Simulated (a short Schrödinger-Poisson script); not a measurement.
Stack: MOS inversion layer, SiO2 on p-type Si(100), at 300 K.

| layer | material | thickness (nm) | Na (cm⁻³) |
|---|---|---|---|
| 1 | SiO2 | 3 | - |
| 2 | Si | 240 | 3.2e18 |

Constants are typed, rounded textbook-type inputs, not results; the design itself was drawn at random and stands for no fabricated device. SiO2: permittivity 3.9, conduction-band edge (eV) 3.15, gap (eV) 9, electron mass (mₑ) 0.5. Si: permittivity 11.7, conduction-band edge (eV) 0, gap (eV) 1.124, Nv at 300 K (cm⁻³) 3.1e19.

Channel valleys (confinement mass, in-plane density-of-states mass, number): Δ2 0.916, 0.19, 2; Δ4 0.19, 0.417, 4. At the gate the conduction-band edge of layer 1 lies 3.64 eV − eVg above the Fermi level of the channel; the field vanishes at the back. Gaps are held at their typed values at every temperature. Mesh 0.03 nm at interfaces.

From a short Schrödinger-Poisson script (our own, NumPy): 1D Poisson equation in equilibrium, electrons quantum, Hartree (BenDaniel-Duke, 12 states a valley, the channel's in-plane mass for all, wave functions ending at the dielectric), parabolic valleys, classical holes, full ionisation, no traps, pinning or gate leakage.

Only gate voltages with over 1e8 electrons/cm² are shown.

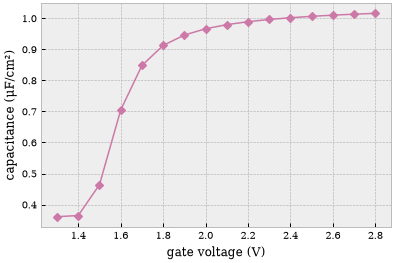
Figure: Quasi-static capacitance against gate voltage

```
Vg (V)  electrons (cm⁻²)  C (μF/cm²)  Δ2 E0 (meV)  Δ2 E1 (meV)  Δ4 E0 (meV)  Δ4 E1 (meV)
------  ----------------  ----------  -----------  -----------  -----------  -----------
1.3               4.21e8       0.361        239.2        359.1        349.8        541.1
1.5              5.33e10       0.464        113.6        239.7        230.0        432.1
1.7              6.99e11       0.848         44.9        175.6        166.0        373.9
1.9              1.76e12       0.946         17.7        152.0        142.6        353.1
2.1              2.93e12       0.980          0.7        138.3        129.4        341.6
2.3              4.14e12       0.996        -12.3        128.4        119.9        333.5
2.5              5.37e12        1.01        -23.3        120.5        112.4        327.2
2.7              6.62e12        1.01        -33.2        113.6        105.9        321.9
```

Subbands count from the Fermi level.
